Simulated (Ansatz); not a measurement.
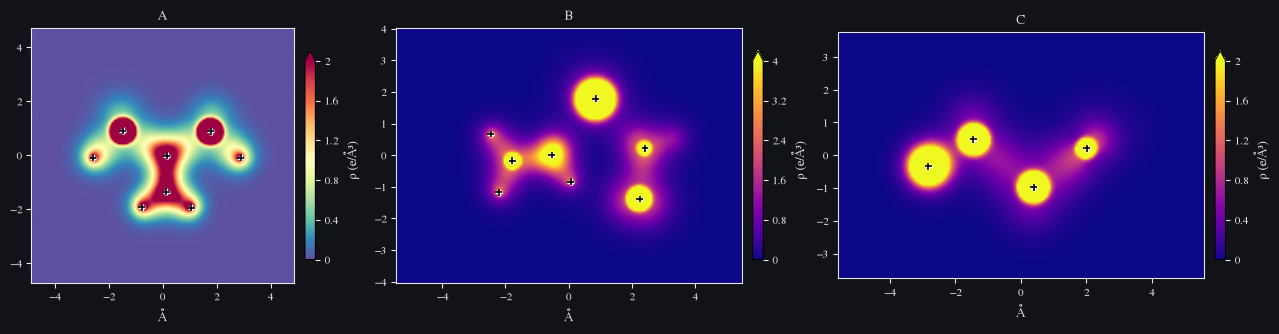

The electron density of 3 systems, each on a plane through atoms (crosses mark nuclei in the plane).

The calculation used RKS PBE0-D4/def2-TZVPP (Ansatz).

System 1: C₃H₁₀Si₂, the plane of atoms C1, C2 and Si3. Geometry: PBE0-D4/def2-TZVP.

```xyz
15

C    -0.1090    1.0435    1.8288
C    -0.3598    0.2980    0.7471
Si   -1.9518    0.5611   -0.1864
Si    0.8898   -0.9792    0.1988
C     1.5054   -0.6306   -1.5326
H    -0.8009    1.8037    2.1889
H     0.8033    0.9289    2.4127
H    -2.7451   -0.6974   -0.2366
H    -2.7523    1.6249    0.4784
H    -1.6767    0.9657   -1.5931
H     2.0190   -0.9636    1.1720
H     0.2573   -2.3289    0.2283
H     1.9746    0.3545   -1.5863
H     2.2415   -1.3779   -1.8386
H     0.6832   -0.6536   -2.2520
```

System 2: CH₈BFSi₂ (SMILES CB[SiH2][SiH2]F), the plane of atoms B2, Si3 and Si4. Geometry: PBE0-D4/def2-TZVP.

```yaml
atoms:
  - { symbol: C, position_ang: [-2.0930, -0.4663, -0.4610] }
  - { symbol: B, position_ang: [-0.6747, -1.0952, -0.4681] }
  - { symbol: Si, position_ang: [0.7400, -0.6251, 0.8811] }
  - { symbol: Si, position_ang: [1.7422, 1.3323, 0.0560] }
  - { symbol: F, position_ang: [2.8785, 1.8609, 1.0619] }
  - { symbol: H, position_ang: [-2.0468, 0.3310, -1.2233] }
  - { symbol: H, position_ang: [-2.4141, 0.0003, 0.4711] }
  - { symbol: H, position_ang: [-2.8670, -1.1497, -0.8225] }
  - { symbol: H, position_ang: [-0.3681, -1.8042, -1.3867] }
  - { symbol: H, position_ang: [1.8102, -1.6498, 1.0350] }
  - { symbol: H, position_ang: [0.1882, -0.2924, 2.2263] }
  - { symbol: H, position_ang: [2.3878, 1.1039, -1.2640] }
  - { symbol: H, position_ang: [0.7371, 2.4196, -0.0910] }
```

System 3: C₂H₅NSSn, the plane of atoms C4, N5 and H10. Geometry: PBE0-D4/def2-TZVP; core potentials replace the inner electrons of Sn.

```yaml
atoms:
  - { symbol: S, position_ang: [-1.9504, 1.5593, 0.2549] }
  - { symbol: C, position_ang: [-0.4668, 1.9161, 0.8123] }
  - { symbol: Sn, position_ang: [1.4571, 0.9369, 0.2777] }
  - { symbol: C, position_ang: [0.2111, -1.7969, -1.0555] }
  - { symbol: N, position_ang: [0.0785, -0.6636, -0.5228] }
  - { symbol: H, position_ang: [-0.4012, 2.8038, 1.4511] }
  - { symbol: H, position_ang: [1.4870, 0.0830, 1.8281] }
  - { symbol: H, position_ang: [-0.6456, -2.3685, -1.4152] }
  - { symbol: H, position_ang: [1.2008, -2.2369, -1.1669] }
  - { symbol: H, position_ang: [-0.8875, -0.2845, -0.4609] }
```

**Match each panel to its system.**

Panel A is system 1, C₃H₁₀Si₂: the plane holds C, Si and H. C–C (1.34 Å): the density is about 2.3 e/Å³ at the midpoint. Panel B is system 3, C₂H₅NSSn: the plane holds S, C, Sn, N and H. C–N (1.26 Å): ρ at the midpoint is about 2.9 e/Å³. Panel C is system 2, CH₈BFSi₂: the plane holds B, Si and F. Si–F (1.61 Å): the density is about 1.2 e/Å³ at the midpoint.
